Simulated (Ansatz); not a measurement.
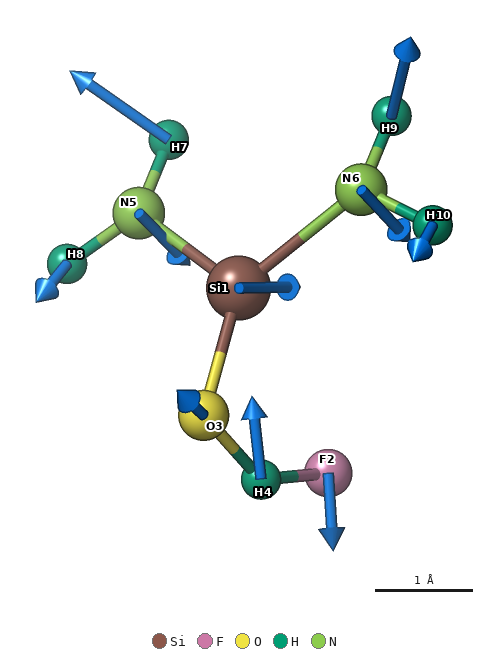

A constrained relaxation of SiN$_{2}$H$_{5}$OF. The starting structure is drawn; blue arrows show the displacements, 20 times their true length. The two geometries are superimposed by the best rigid fit.

A ball-and-stick model, seen at a tilt.

The reaction that was planned forms F2–H4 and breaks Si1–F2, O3–H4 (atoms numbered from 1 in input order).

Method: Ansatz 0.2.0, RKS PBE0-D4/def2-SVP. Set-up: held fixed: the distance between atoms 2 (F) and 4 (H), the distance between atoms 1 (Si) and 2 (F), the distance between atoms 3 (O) and 4 (H), counting from 1; force threshold 0.04 eV/Å; at most 150 steps.

**What happened in the run?**

The atom that moves furthest after the best rigid fit is H7 (0.063 Å). Largest moves by element: H 0.063 Å, Si 0.058 Å, N 0.051 Å, F 0.041 Å, O 0.027 Å. Some distances before and after: Si1–O3 1.553 → 1.586 Å, Si1–N5 1.694 → 1.676 Å, N5–H7 1.005 → 1.012 Å. Bond angles that change, for instance: Si1–O3–H4 92.9° → 88.4°, Si1–N5–H7 122.1° → 124.5°. The energy falls by 1.77 kcal/mol in 3 accepted moves (4 points after the start). The largest force component goes from 1.7 to 0.032 eV/Å. The line search rejected the trial step at point 3 of the run.
